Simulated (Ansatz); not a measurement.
# A workflow on ClH3Si (chlorosilane)

Wanted: a point of an energy scan (HF/6-31G*), then a point of an energy scan (HF/6-31G*), then a point of an energy scan (UHF/6-31G*), then a point of an energy scan (UHF/6-31G*), then a point of an energy scan (UHF/6-31G*) of ClH3Si (chlorosilane). 

The calculation is run with Ansatz 0.2.0.

## 1. The system as given

ClH3Si: 5 atoms, total charge 0, spin state singlet. As SMILES, `[SiH3]Cl`. The coordinates come from a PBE0-D4/def2-TZVP relaxation.

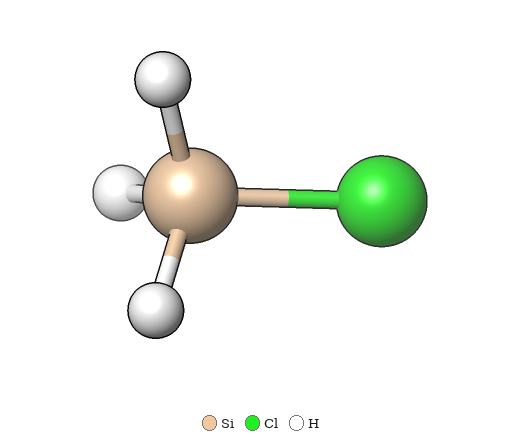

The structure, seen from a chosen angle (silicon light orange, chlorine green, hydrogen white).

## 2. A point of an energy scan at HF/6-31G(d) (Cartesian functions, held atoms (3, 1), held distance 1.5549 angstrom) (run 1)

run.yaml reads:

```yaml
crystal:
  periodic: [false, false, false]
  atoms:
    - {symbol: Si, position_ang: [-0.112000, 0.018600, -0.030900]}
    - {symbol: Cl, position_ang: [1.838300, -0.513500, 0.329900]}
    - {symbol: H, position_ang: [-0.950900, -0.488300, 1.079100]}
    - {symbol: H, position_ang: [-0.534700, -0.585700, -1.314900]}
    - {symbol: H, position_ang: [-0.190800, 1.495400, -0.104700]}
basis:
  gaussian: {orbitals: "6-31G*"}
hamiltonian: {xc: hf}
relax: {max_steps: 60, constraints: [{distance: [2, 0], at: 1.5549}]}
```

Started as:

```
$ ansatz run run.yaml --threads 1 --pin off --max-ram 2610MiB --events-out events.jsonl --progress --plain --runs-dir runs
```

The program printed:

```text
Warning: RAYON_NUM_THREADS=1 ignored (pool sized by the plan → 1); use --threads N
The last accepted step is kept in runs//last_step.txt (removed where the run ends without a failure and the disk answers)
[... 42 lines left out ...]
Total energy: -20413.45955167 eV, -750.1808017842 hartree
[... 5 lines left out ...]
Dipole moment:    -0.379449     0.122550    -0.102911 e Å
```

It took 2.5 s on 1 thread of Arm Neoverse V1, shared host; peak memory 0.091 GiB.

## 3. A point of an energy scan at HF/6-31G(d) (Cartesian functions, held atoms (3, 1), held distance 1.851 angstrom) (run 2)

job.yaml reads:

```yaml
crystal:
  periodic: [false, false, false]
  atoms:
    - {symbol: Si, position_ang: [-0.107170, 0.027694, -0.047911]}
    - {symbol: Cl, position_ang: [1.852321, -0.510040, 0.319969]}
    - {symbol: H, position_ang: [-0.988105, -0.504521, 1.117599]}
    - {symbol: H, position_ang: [-0.524446, -0.577361, -1.316913]}
    - {symbol: H, position_ang: [-0.182701, 1.490728, -0.114244]}
basis:
  gaussian: {orbitals: "6-31G*"}
hamiltonian: {xc: hf}
relax: {max_steps: 60, constraints: [{distance: [2, 0], at: 1.851}]}
```

Started as:

```
$ ansatz run job.yaml --threads 1 --pin off --max-ram 2610MiB --events-out events.jsonl --progress --plain --runs-dir runs
```

The program printed, cut to the lines that bear on the results:

```text
Warning: RAYON_NUM_THREADS=1 ignored (pool sized by the plan → 1); use --threads N
[... 1 set-up line as earlier in the session ...]
[... 56 lines left out ...]
Total energy: -20412.60564880 eV, -750.1494214322 hartree
[... 5 lines left out ...]
Dipole moment:    -0.266711     0.164420    -0.206946 e Å
```

Run time: 3.6 s. Hardware: 1 thread of Arm Neoverse V1, shared host; peak memory 0.09 GiB.

## 4. A point of an energy scan at UHF/6-31G(d) (Cartesian functions, held atoms (3, 1), held distance 2.2212 angstrom) (run 3)

job.yaml reads:

```yaml
crystal:
  periodic: [false, false, false]
  atoms:
    - {symbol: Si, position_ang: [-0.060101, 0.051296, -0.101868]}
    - {symbol: Cl, position_ang: [1.884763, -0.494232, 0.283567]}
    - {symbol: H, position_ang: [-1.128342, -0.572833, 1.274913]}
    - {symbol: H, position_ang: [-0.495125, -0.569211, -1.354053]}
    - {symbol: H, position_ang: [-0.151296, 1.511480, -0.144059]}
basis:
  gaussian:
    orbitals: "6-31G*"
total_charge: 0
magnetization:
  spin_polarized: true
hamiltonian:
  xc: hf
relax:
  max_steps: 60
  constraints: [{distance: [2, 0], at: 2.2212}]
```

Started as:

```
$ ansatz run job.yaml --threads 1 --pin off --max-ram 2610MiB --events-out events.jsonl --progress --plain --runs-dir runs
```

The program printed, cut to the lines that bear on the results:

```text
Warning: RAYON_NUM_THREADS=1 ignored (pool sized by the plan → 1); use --threads N
[... 1 set-up line as earlier in the session ...]
[... 52 lines left out ...]
Total energy: -20411.22809392 eV, -750.0987972243 hartree
[... 5 lines left out ...]
Dipole moment:    -0.186569     0.191107    -0.275611 e Å
```

Run time: 4.2 s. Hardware: 1 thread of Arm Neoverse V1, shared host; peak memory 0.091 GiB.

## 5. A point of an energy scan at UHF/6-31G(d) (Cartesian functions, held atoms (3, 1), held distance 2.6655 angstrom) (run 4)

in.yaml reads:

```yaml
crystal:
  periodic: [false, false, false]
  atoms:
    - {symbol: Si, position_ang: [-0.004186, 0.077753, -0.163256]}
    - {symbol: Cl, position_ang: [1.930835, -0.473250, 0.234394]}
    - {symbol: H, position_ang: [-1.309864, -0.659469, 1.475475]}
    - {symbol: H, position_ang: [-0.456297, -0.555308, -1.402367]}
    - {symbol: H, position_ang: [-0.110589, 1.536774, -0.185746]}
basis:
  gaussian:
    orbitals: "6-31G*"
total_charge: 0
magnetization:
  spin_polarized: true
hamiltonian:
  xc: hf
relax:
  max_steps: 60
  constraints: [{distance: [2, 0], at: 2.6655}]
```

Started as:

```
$ ansatz run in.yaml --threads 1 --pin off --max-ram 2610MiB --events-out events.jsonl --progress --plain --runs-dir runs
```

The program printed, cut to the lines that bear on the results:

```text
Warning: RAYON_NUM_THREADS=1 ignored (pool sized by the plan → 1); use --threads N
[... 1 set-up line as earlier in the session ...]
[... 51 lines left out ...]
Total energy: -20410.48829375 eV, -750.0716100693 hartree
[... 5 lines left out ...]
Dipole moment:    -0.326252     0.134343    -0.138308 e Å
```

Run time: 3.9 s. Hardware: 1 thread of Arm Neoverse V1, shared host; peak memory 0.094 GiB.

## 6. A point of an energy scan at UHF/6-31G(d) (Cartesian functions, held atoms (3, 1), held distance 3.2578 angstrom) (run 5)

in.yaml reads:

```yaml
crystal:
  periodic: [false, false, false]
  atoms:
    - symbol: Si
      position_ang: [0.043782, 0.098716, -0.212935]
    - symbol: Cl
      position_ang: [1.998377, -0.442585, 0.162470]
    - symbol: H
      position_ang: [-1.548223, -0.773318, 1.738980]
    - symbol: H
      position_ang: [-0.394200, -0.520128, -1.470952]
    - symbol: H
      position_ang: [-0.049837, 1.563815, -0.259063]
basis:
  gaussian:
    orbitals: "6-31G*"
magnetization:
  spin_polarized: true
  initial_magnetization: 0
hamiltonian:
  xc: hf
relax:
  max_steps: 60
  constraints: [{distance: [2, 0], at: 3.2578}]
```

Started as:

```
$ ansatz run in.yaml --threads 1 --pin off --max-ram 2610MiB --events-out events.jsonl --progress --plain --runs-dir runs
```

The program printed, cut to the lines that bear on the results:

```text
Warning: RAYON_NUM_THREADS=1 ignored (pool sized by the plan → 1); use --threads N
[... 1 set-up line as earlier in the session ...]
[... 51 lines left out ...]
Total energy: -20410.26266486 eV, -750.0633183608 hartree
[... 5 lines left out ...]
Dipole moment:    -0.396160     0.108512    -0.074025 e Å
```

It took 3.9 s on 1 thread of Arm Neoverse V1, shared host; peak memory 0.093 GiB.

## 7. Summary of results

| quantity | value |
| --- | --- |
| run 1, HF/6-31G*: total energy | -750.18080 Eh |
| run 1, HF/6-31G*: dipole moment | 1.98 D |
| run 2, HF/6-31G*: total energy | -750.14942 Eh |
| run 2, HF/6-31G*: dipole moment | 1.80 D |
| run 3, UHF/6-31G*: total energy | -750.09880 Eh |
| run 3, UHF/6-31G*: dipole moment | 1.84 D |
| run 3, UHF/6-31G*: ⟨S²⟩ | 0.195 |
| run 4, UHF/6-31G*: total energy | -750.07161 Eh |
| run 4, UHF/6-31G*: dipole moment | 1.82 D |
| run 4, UHF/6-31G*: ⟨S²⟩ | 0.756 |
| run 5, UHF/6-31G*: total energy | -750.06332 Eh |
| run 5, UHF/6-31G*: dipole moment | 2.00 D |
| run 5, UHF/6-31G*: ⟨S²⟩ | 0.952 |

**Reading.** Mulliken charges (run 1, HF/6-31G*) run from -0.36 on Cl2 to +0.72 on Si1. ⟨S²⟩ (run 3, UHF/6-31G*) is 0.19 where a pure singlet has 0.00: the reference is spin-contaminated. ⟨S²⟩ (run 4, UHF/6-31G*) is 0.76 where a pure singlet has 0.00: the reference is spin-contaminated. Mulliken charges (run 4, UHF/6-31G*) run from -0.33 on Cl2 to +0.56 on Si1; they depend strongly on the basis. ⟨S²⟩ (run 5, UHF/6-31G*) is 0.95 where a pure singlet has 0.00: the reference is spin-contaminated.
